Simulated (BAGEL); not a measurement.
# A workflow on singlet CH5Si+

Wanted: the energy (singlet CH5Si+, HF/def2-TZVP), then a single-point energy (doublet CH5Si, NEVPT2(3,3)/def2-TZVP) of CH5Si. 

The calculation is run with BAGEL 1.2.2.

**1. The system as given**

CH5Si+ has 7 atoms, charge +1, and is taken as a singlet. SMILES of the parent species: `C[SiH2]`. One bond was lengthened or shortened from a relaxed shape. That shape belongs to the parent species and isn't relaxed for this state.

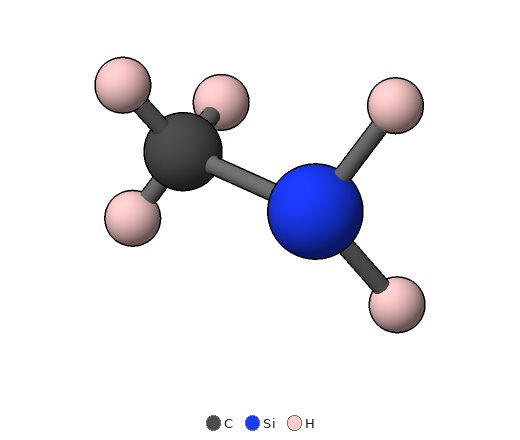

The structure, seen from a chosen angle (carbon dark grey, silicon blue, hydrogen pink).

**2. A single-point energy at HF/def2-TZVP (density fitting with svp-jkfit) (run 1)**

Input file input.json:

```json
{ "bagel" : [

{
  "title" : "molecule",
  "basis" : "def2-tzvp.json",
  "df_basis" : "svp-jkfit",
  "angstrom" : "false",
  "geometry" : [
    { "atom" : "C", "xyz" : [  0.00123966, -1.68224364,  0.30016032 ] },
    { "atom" : "Si", "xyz" : [  0.56588983,  1.79107297,  0.71363239 ] },
    { "atom" : "H", "xyz" : [ -0.15409583, -2.15788771, -1.70635088 ] },
    { "atom" : "H", "xyz" : [  1.32129651, -2.61405815,  0.98171272 ] },
    { "atom" : "H", "xyz" : [ -1.74581214, -2.25766525,  1.23425194 ] },
    { "atom" : "H", "xyz" : [ -1.56515432,  3.32477470, -0.30625280 ] },
    { "atom" : "H", "xyz" : [  2.97415680,  2.60970233, -0.49579233 ] }
  ]
},
{
  "title" : "hf",
  "charge" : 1
},
{
  "title" : "print",
  "file" : "orbitals.molden",
  "orbitals" : "true"
}

]}
```

The basis set def2-TZVP is read from a file made from the Basis Set Exchange's data (not shown).

Launch:

```
$ BAGEL_NUM_THREADS=1 BAGEL input.json > input.out
```

The log of the run:

```text
* using 1 threads per process

  ===============================================================
  ===============================================================

  *** Geometry ***

  { "atom" : "C", "xyz" : [      0.001240,     -1.682244,      0.300160 ] },
  { "atom" : "Si", "xyz" : [      0.565890,      1.791073,      0.713632 ] },
  { "atom" : "H", "xyz" : [     -0.154096,     -2.157888,     -1.706351 ] },
  { "atom" : "H", "xyz" : [      1.321297,     -2.614058,      0.981713 ] },
  { "atom" : "H", "xyz" : [     -1.745812,     -2.257665,      1.234252 ] },
  { "atom" : "H", "xyz" : [     -1.565154,      3.324775,     -0.306253 ] },
  { "atom" : "H", "xyz" : [      2.974157,      2.609702,     -0.495792 ] },

  Number of auxiliary basis functions:      293

  Since a DF basis is specified, we compute 2- and 3-index integrals:
    o Being stored without compression. Storage requirement is 0.023 GB

  Number of basis functions:       98
  Number of electrons      :       25

    * METHOD: MOLECULE                             0.11

  *** RHF ***

  === Nuclear Repulsion ===
    56.3955213628

      * DIIS with orbital gradients will be used.

  === RHF iteration (def2-tzvp.json) ===
      0       -329.24622277          0.02041913           0.03
      1       -329.36339664          0.00902861           0.03
      2       -329.38610087          0.00174383           0.03
      3       -329.38766445          0.00032722           0.03
      4       -329.38774457          0.00011806           0.03
      5       -329.38775895          0.00004402           0.03
      6       -329.38776116          0.00001441           0.03
      7       -329.38776145          0.00000349           0.03
      8       -329.38776146          0.00000098           0.03
      9       -329.38776146          0.00000024           0.03
     10       -329.38776146          0.00000005           0.03
     11       -329.38776146          0.00000002           0.03
     12       -329.38776146          0.00000000           0.03
    * SCF iteration converged.

    * Permanent dipole moment:
           (   -0.120369,    -0.605625,    -0.529622) a.u.

    * METHOD: HF                                   0.49

    * METHOD: PRINT                                0.02

  ===============================================================
```

It took 0.76 s on 1 thread of Arm Neoverse V1, shared host; peak memory 0.085 GiB.

**3. Doublet neutral CH5Si: the energy at NEVPT2(3,3)/def2-TZVP (density fitting with svp-jkfit) (run 2)**

Input file job.json:

```json
{ "bagel": [

{
  "title": "molecule",
  "basis": "def2-tzvp.json",
  "df_basis": "svp-jkfit",
  "angstrom": "false",
  "geometry": [
    { "atom": "C", "xyz": [     0.00123966,    -1.68224364,     0.30016032 ] },
    { "atom": "Si", "xyz": [     0.56588983,     1.79107297,     0.71363239 ] },
    { "atom": "H", "xyz": [    -0.15409583,    -2.15788771,    -1.70635088 ] },
    { "atom": "H", "xyz": [     1.32129651,    -2.61405815,     0.98171272 ] },
    { "atom": "H", "xyz": [    -1.74581214,    -2.25766525,     1.23425194 ] },
    { "atom": "H", "xyz": [    -1.56515432,     3.32477470,    -0.30625280 ] },
    { "atom": "H", "xyz": [     2.97415680,     2.60970233,    -0.49579233 ] }
  ]
},

{
  "title": "hf",
  "charge": 1
},

{
  "title": "casscf",
  "nstate": 1,
  "nact": 3,
  "nclosed": 11,
  "nspin": 1,
  "active": [7, 13, 19],
  "maxiter": 200,
  "natocc": "true"
},

{
  "title": "nevpt2",
  "nstate": 1,
  "nact": 3,
  "nclosed": 11,
  "nspin": 1,
  "active": [7, 13, 19],
  "maxiter": 200,
  "natocc": "true",
  "ncore": 6
},

{
  "title": "print",
  "file": "orbitals.molden",
  "orbitals": "true"
}

]}
```

The basis set def2-TZVP is read from a file made from the Basis Set Exchange's data (not shown).

Launch:

```
$ BAGEL_NUM_THREADS=1 BAGEL job.json > job.out
```

The log of the run:

```text
* using 1 threads per process

  ===============================================================
  ===============================================================

  *** Geometry ***

  { "atom" : "C", "xyz" : [      0.001240,     -1.682244,      0.300160 ] },
  { "atom" : "Si", "xyz" : [      0.565890,      1.791073,      0.713632 ] },
  { "atom" : "H", "xyz" : [     -0.154096,     -2.157888,     -1.706351 ] },
  { "atom" : "H", "xyz" : [      1.321297,     -2.614058,      0.981713 ] },
  { "atom" : "H", "xyz" : [     -1.745812,     -2.257665,      1.234252 ] },
  { "atom" : "H", "xyz" : [     -1.565154,      3.324775,     -0.306253 ] },
  { "atom" : "H", "xyz" : [      2.974157,      2.609702,     -0.495792 ] },

  Number of auxiliary basis functions:      293

  Since a DF basis is specified, we compute 2- and 3-index integrals:
    o Being stored without compression. Storage requirement is 0.023 GB

  Number of basis functions:       98
  Number of electrons      :       25

    * METHOD: MOLECULE                             0.11

  *** RHF ***

  === Nuclear Repulsion ===
    56.3955213628

      * DIIS with orbital gradients will be used.

  === RHF iteration (def2-tzvp.json) ===
      0       -329.24622277          0.02041913           0.03
      1       -329.36339664          0.00902861           0.03
      2       -329.38610087          0.00174383           0.03
      3       -329.38766445          0.00032722           0.03
      4       -329.38774457          0.00011806           0.03
      5       -329.38775895          0.00004402           0.03
      6       -329.38776116          0.00001441           0.03
      7       -329.38776145          0.00000349           0.03
      8       -329.38776146          0.00000098           0.03
      9       -329.38776146          0.00000024           0.03
     10       -329.38776146          0.00000005           0.03
     11       -329.38776146          0.00000002           0.03
     12       -329.38776146          0.00000000           0.03
    * SCF iteration converged.

    * Permanent dipole moment:
           (   -0.120369,    -0.605625,    -0.529622) a.u.

    * METHOD: HF                                   0.49

  ---------------------------
      CASSCF calculation
  ---------------------------

    ==== Active orbitals : =====
         Orbital 7
         Orbital 13
         Orbital 19
    ============================

    * nstate   :      1
    * nclosed  :     11
    * nact     :      3
    * nvirt    :     84
  === CASSCF iteration (def2-tzvp.json) ===

    * Using the second-order algorithm

      0  0      -329.64367648     1.32e-02      0.01

      1  0      -329.67423439     6.44e-04      0.21

      2  0      -329.67434434     1.67e-05      0.22

      3  0      -329.67446278     3.30e-05      0.15

      4  0      -329.67528490     1.59e-04      0.15

      5  0      -329.67931993     4.72e-04      0.21

      6  0      -329.68441987     7.40e-04      0.23

      7  0      -329.68612970     1.61e-04      0.24

      8  0      -329.68618091     4.08e-05      0.24

      9  0      -329.68618231     1.23e-05      0.26

     10  0      -329.68618236     3.66e-06      0.26

     11  0      -329.68618236     1.08e-06      0.25

     12  0      -329.68618236     3.10e-07      0.27

     13  0      -329.68618236     8.83e-08      0.24

     14  0      -329.68618236     2.50e-08      0.23

     15  0      -329.68618236     7.05e-09      0.20

    * Second-order optimization converged. *

     guess   0:   closed 1..                  open .1.

  === FCI iteration ===

      0  0      -329.67417791     5.67e-02      0.00
      1  0      -329.68618109     4.40e-04      0.00
      2  0      -329.68618235     3.85e-05      0.00
      3  0      -329.68618236     1.24e-06      0.00
      4  0      -329.68618236     2.29e-08      0.00
      5  0 *    -329.68618236     9.86e-11      0.00

     * ci vector, state   0, <S^2> = 0.7500
       2a.    -0.9975221826
       .a2    -0.0703046089

    * METHOD: CASSCF                               3.47

    * freezing 6 orbitals

  === DF-NEVPT2 calculation ===

    * 3-index integral transformation done
    * assembly done

      NEVPT2 correlation energy:   -0.2591481591      0.15

          (+0)     -0.1712729517
          (+0)'    -0.0172723415
          (+1)     -0.0070193195
          (+1)'    -0.0001533812
          (+2)     -0.0001126853
          (-1)     -0.0498123958
          (-1)'    -0.0002953318
          (-2)     -0.0132097523

      NEVPT2 total energy:       -329.9453305179

    * METHOD: NEVPT2                               0.23

    * METHOD: PRINT                                0.02

  ===============================================================
```

Run time: 4.5 s. Hardware: 1 thread of Arm Neoverse V1, shared host; peak memory 0.14 GiB.

**4. Summary of results**

```
                           quantity          value
  run 1, HF/def2-TZVP: total energy  -329.38776 Eh
   run 1, HF/def2-TZVP: HOMO energy      -18.99 eV
   run 1, HF/def2-TZVP: LUMO energy       -6.96 eV
 run 1, HF/def2-TZVP: HOMO–LUMO gap       12.03 eV
doublet neutral CH5Si: total energy  -329.94533 Eh
```
